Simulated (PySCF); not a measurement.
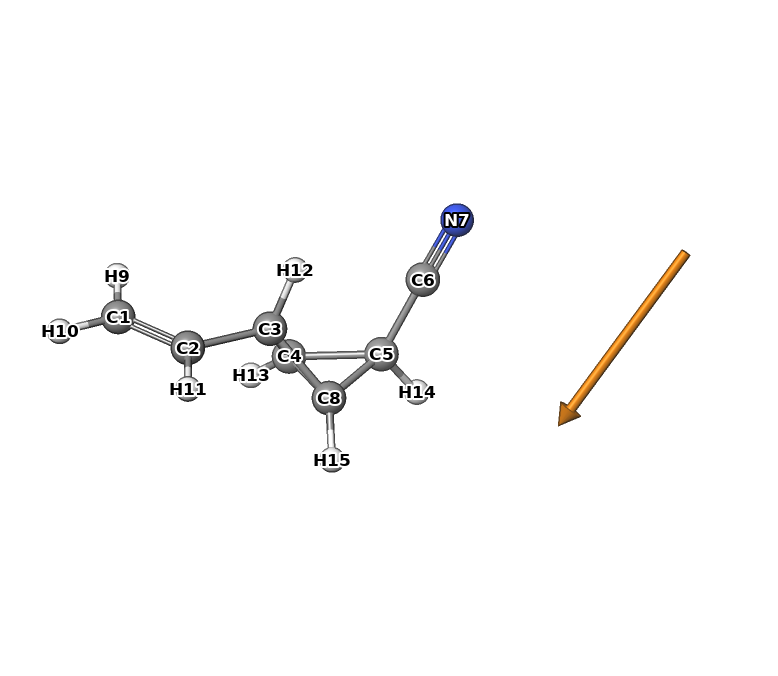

The arrow beside the molecule shows the direction of the dipole moment, from the negative to the positive end (its length means nothing). The computed structure is the end point of a GFN2-xTB optimisation. No frequency run is at hand to confirm it as a minimum. Method: PBE0/def2-SVPD, gas phase (PySCF 2.14.0).

**Estimate the dipole moment.**

4.64 D; it points from the side of N7 to the side of H10 (the outermost atoms at the two ends).
